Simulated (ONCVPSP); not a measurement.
Run report: Ar, pseudopotential generation

Argon (Ar, Z = 18), core [Ne], reference valence 3s2 3p4 (an ion of charge +2), valence charge 8. Computed at this level: ONCV potential, PBE, scalar-relativistic, made with ONCVPSP 4.0.1.

## Input
```
# ATOM AND REFERENCE CONFIGURATION
# atsym  z   nc   nv     iexc    psfile
  Ar 18.00    3    2        4      upf
#
#   n    l    f
    1    0    2.00
    2    0    2.00
    2    1    6.00
    3    0    2.00
    3    1    4.00
#
# PSEUDOPOTENTIAL AND OPTIMIZATION
# lmax
    1
#
#   l,   rc,      ep,       ncon, nbas, qcut
    0    1.05    0.00    4    7    6.60
    1    1.05    0.00    4    9    7.10
#
# LOCAL POTENTIAL
# lloc, lpopt,  rc(5),   dvloc0
    1    5    1.05    0.00
#
# VANDERBILT-KLEINMAN-BYLANDER PROJECTORs
# l, nproj, debl
    0    1    3.50
    1    0    2.40
#
# MODEL CORE CHARGE
# icmod, fcfact, rcfact
    3    4.25    1.38
#
# LOG DERIVATIVE ANALYSIS
# epsh1, epsh2, depsh
   -3.00    5.00    0.02
#
# OUTPUT GRID
# rlmax, drl
    6.00    0.01
#
# TEST CONFIGURATIONS
# ncnf
    4
# nvcnf
#   n    l    f
    2
    3    0    2.00
    3    1    6.00
#
    2
    3    0    2.00
    3    1    5.00
#
    2
    3    0    2.00
    3    1    3.00
#
    2
    3    0    2.00
    3    1    5.50
#
```

Launched with:
```bash
oncvpsp.x < Ar.dat > Ar.out
```

## Log (extracts)
```
ONCVPSP  (Optimized Norm-Conservinng Vanderbilt PSeudopotential)
scalar-relativistic version 4.0.1

#   n    l    f        energy (Ha)
    1    0    2.00    -1.1580565E+02
    2    0    2.00    -1.2017491E+01
    2    1    6.00    -9.5551106E+00
    3    0    2.00    -1.8577485E+00
    3    1    4.00    -1.3017692E+00

Reference configufation results
  iterations    22
  all-electron total energy (Ha)   -5.27586549D+02

Begin loop to  construct optimized pseudo wave functions
and semi-local pseudopoentials for all angular momenta

Calculating optimized projector #   1

 for l=   0

    Fraction of norm inside rc  0.290616
    Optimizing pswf for qcut=   6.58 a_B^-1,  ecut=  21.65 Ha
    Residual kinetic energy error=  6.78D-04 Ha

    Energy error per electron        Cutoff
         Ha          eV             Ha
         0.01000     0.27211       14.27
         0.00100     0.02721       20.10
         0.00010     0.00272      101.33
         0.00001     0.00027      130.53

Calculating optimized projector #   1

 for l=   1

    Fraction of norm inside rc  0.233871
    Optimizing pswf for qcut=   7.10 a_B^-1,  ecut=  25.19 Ha
    Residual kinetic energy error=  2.51D-04 Ha

    Energy error per electron        Cutoff
         Ha          eV             Ha
         0.01000     0.27211        7.08
         0.00100     0.02721       16.83
         0.00010     0.00272      133.67
         0.00001     0.00027      248.52

Construct Vanderbilt / Kleinmman-Bylander projectors

Model core correction analysis
  based on d2Exc/dn_idn_j

d2excae - all-electron derivatives

   -4.291618D-02   -3.870949D-02
   -3.871004D-02   -3.675019D-02

d2excps - pseudofunction derivatives with no core correction

   -4.500792D-02   -4.074656D-02
   -4.074747D-02   -3.844813D-02

rms 2nd derivative error    1.972252E-03

rmatch, rhocmatch    0.7514    4.3424

Teter function model core charge with specified parameters

d2excps - pseudofunction derivatives with core correction

   -4.207659D-02   -3.834028D-02
   -3.834111D-02   -3.647886D-02

rms 2nd derivative error    5.125837E-04

Pseudoatom total energy  -19.535525

Diagnostic tests using Vanderbilt-Kleinman-Bylander pseudopotentials
  1 or more projectors used as specified by nproj input data

   l    rcore       rmatch      e in        delta e   norm test  slope test

   0   1.0503633   1.0822546  -1.8577485  -0.0000089   1.0000041   0.9999361

   1   1.0503633   1.0822546  -1.3017692   0.0000078   1.0000102   1.0000031

 Testing for bound ghosts
   n   l    E NL Schr. Eq   E Basis Diag.   E Cutoff

   1   0       -1.857757       -1.841394    112.77

 Testing for highly-localized positive-energy ghosts
       l    <radius>/rc     E Basis Diag.   E Cutoff

Test configuration 0

   n   l     f        eae           eps        diff
   1   0  2.0000 -115.80565027
   2   0  2.0000  -12.01749069
   2   1  6.0000   -9.55511059
   3   0  2.0000   -1.85774851   -1.85775737   -8.86D-06
   3   1  4.0000   -1.30176920   -1.30176143    7.77D-06

    Total energies and differences
      AE_ref= -5.27586549D+02  AE_tst= -5.27586549D+02  dif=  0.00D+00
      PS_ref= -1.95355246D+01  PS_tst= -1.95355246D+01  dif=  1.42D-14
      PSP excitation error= -1.42D-14

Test configuration 1

   n   l     f        eae           eps        diff
   1   0  2.0000 -114.67099515
   2   0  2.0000  -10.91419966
   2   1  6.0000   -8.44815295
   3   0  2.0000   -0.89252841   -0.89322323   -6.95D-04
   3   1  6.0000   -0.37741368   -0.37802939   -6.16D-04

    Total energies and differences
      AE_ref= -5.27586549D+02  AE_tst= -5.29229852D+02  dif= -1.64D+00
      PS_ref= -1.95355246D+01  PS_tst= -2.11799769D+01  dif= -1.64D+00
      PSP excitation error=  1.15D-03

Test configuration 2

   n   l     f        eae           eps        diff
   1   0  2.0000 -115.19253220
   2   0  2.0000  -11.42489004
   2   1  6.0000   -8.96013816
   3   0  2.0000   -1.34860532   -1.34923066   -6.25D-04
   3   1  5.0000   -0.81286123   -0.81345479   -5.94D-04

    Total energies and differences
      AE_ref= -5.27586549D+02  AE_tst= -5.28639754D+02  dif= -1.05D+00
      PS_ref= -1.95355246D+01  PS_tst= -2.05891749D+01  dif= -1.05D+00
      PSP excitation error=  4.45D-04

Test configuration 3

   n   l     f        eae           eps        diff
   1   0  2.0000 -116.50221513
   2   0  2.0000  -12.68245507
   2   1  6.0000  -10.22367197
   3   0  2.0000   -2.41023363   -2.40893199    1.30D-03
   3   1  3.0000   -1.83522280   -1.83383697    1.39D-03

    Total energies and differences
      AE_ref= -5.27586549D+02  AE_tst= -5.26021619D+02  dif=  1.56D+00
      PS_ref= -1.95355246D+01  PS_tst= -1.79710909D+01  dif=  1.56D+00
      PSP excitation error=  4.95D-04

Test configuration 4

   n   l     f        eae           eps        diff
   1   0  2.0000 -114.91956021
   2   0  2.0000  -11.15845071
   2   1  6.0000   -8.69292703
   3   0  2.0000   -1.11307613   -1.11379390   -7.18D-04
   3   1  5.5000   -0.58767566   -0.58833907   -6.63D-04

    Total energies and differences
      AE_ref= -5.27586549D+02  AE_tst= -5.28989272D+02  dif= -1.40D+00
      PS_ref= -1.95355246D+01  PS_tst= -2.09390466D+01  dif= -1.40D+00
      PSP excitation error=  7.99D-04
```

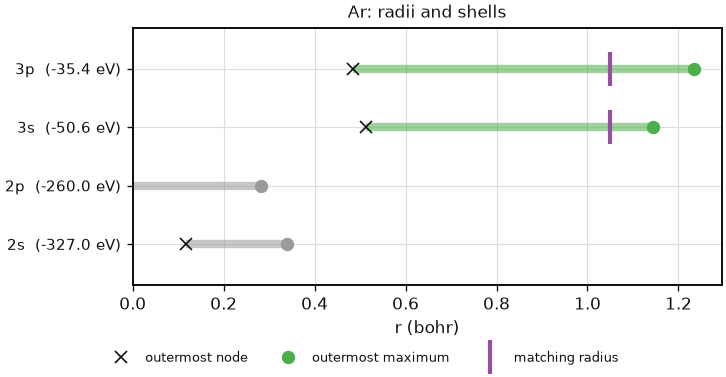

**Figure 1.** Outer shells of the all-electron reference atom: each bar runs from the outermost node (or the nucleus) to the outermost maximum of u(r); the tick is the radius chosen for the pseudo-wave. Shells without a tick have no pseudo-wave of their own. Levels, nodes and maxima are from ld1.x, scalar-relativistic.

- Radii against the shells: 3s: 1.05 bohr, between node and maximum; 3p: 1.05 bohr, between node and maximum.

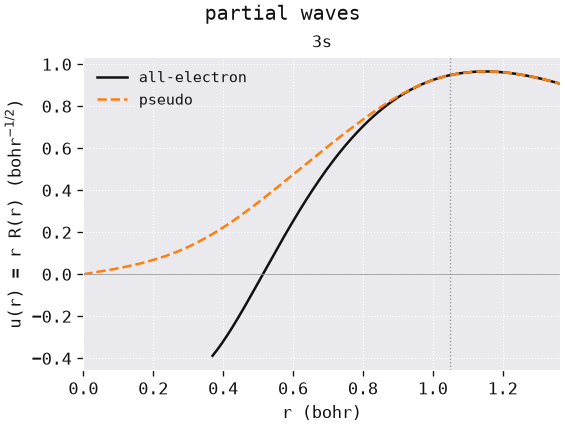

**Figure 2.** Partial waves u(r) = r R(r), all-electron (solid) and pseudo (dashed). Dotted lines mark the matching radii. The innermost oscillations of some all-electron curves aren't drawn. Pseudo-waves: 3s has no node.

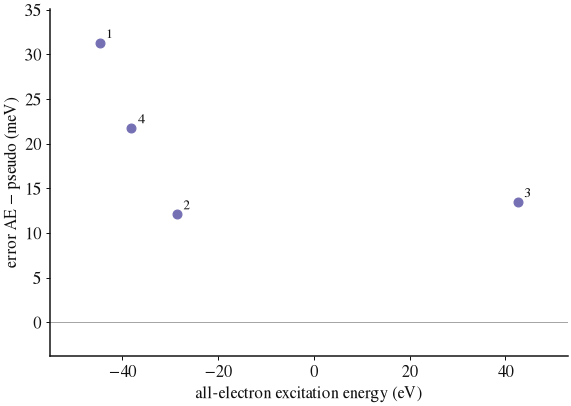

**Figure 3.** Errors, all-electron minus pseudo, of the energies of valence configurations relative to the unpolarised reference 3s2 3p4. Points: 1 = 3s2 3p6; 2 = 3s2 3p5; 3 = 3s2 3p3; 4 = 3s2 3p5.5.

- Worst configuration: 3s2 3p6 (neutral): the error is +31 meV on an all-electron energy of -44.72 eV relative to the reference, or 0.07 %.
- Configurations within 10 meV and within 50 meV: 0 and 4 of 4.
- Errors in meV: 3s2 3p6: +31; 3s2 3p5: +12; 3s2 3p3: +13; 3s2 3p5.5: +22.

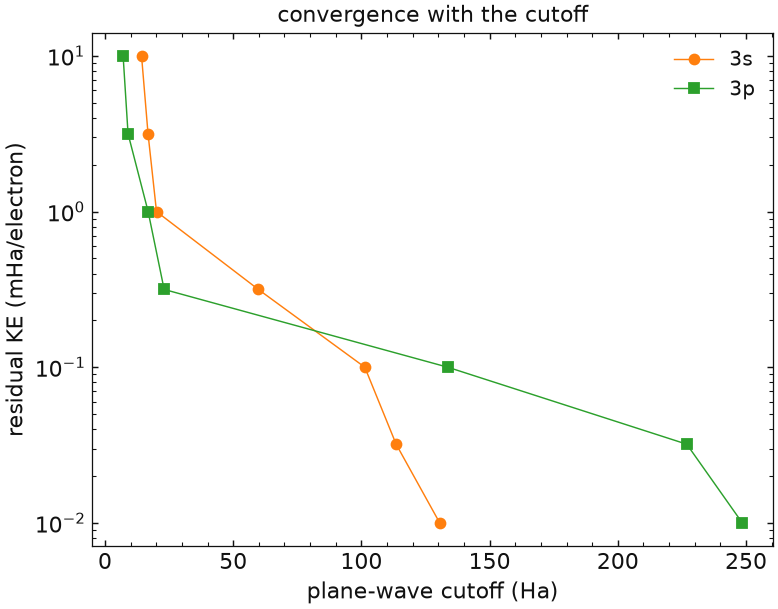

**Figure 4.** Residual kinetic energy of the pseudo-waves (the first of each channel, and further valence shells) beyond the plane-wave cutoff, as the generator prints it.

- Cutoffs for 1 mHa per electron: 3s: 20 Ha; 3p: 17 Ha.
- Cutoffs for the occupied states: 20 Ha for 1 mHa and 134 Ha for 0.1 mHa per electron. The first is set by 3s.
- Hardest wave at 1 mHa per electron: 3s, with rc = 1.05 bohr and qcut = 6.6 1/bohr. The optimisation minimises, but can't always remove, the kinetic energy above qcut²/2 = 21.8 Ha, and a larger rc would as a rule soften the wave at some cost in transferability.

## Key numbers

- outcome: generated
- cutoffs needed: 20 Ha and 134 Ha (the cutoffs at which the residual kinetic energy of the hardest occupied pseudo-wave falls to 1 and 0.1 mHa per electron)
- ghost test: no bound ghost flagged; no localised positive-energy state flagged
- largest excitation error: +31 meV (all-electron minus pseudo) for 3s2 3p6, out of 4 test configurations
- rms error of d²Exc/dni dnj: 1.97 mHa without and 0.51 mHa with the model core
- range over which the phases arctan(r R′/R) at the test radius agree within 0.05 rad (a looser test near the poles than one of phase shifts): s: up to about 4.0 Ha; p: over the whole range computed; d: not judged, local potential alone; f: not judged, local potential alone
- hardware: 1 CPU thread, shared host
- wall time: 1.6 s
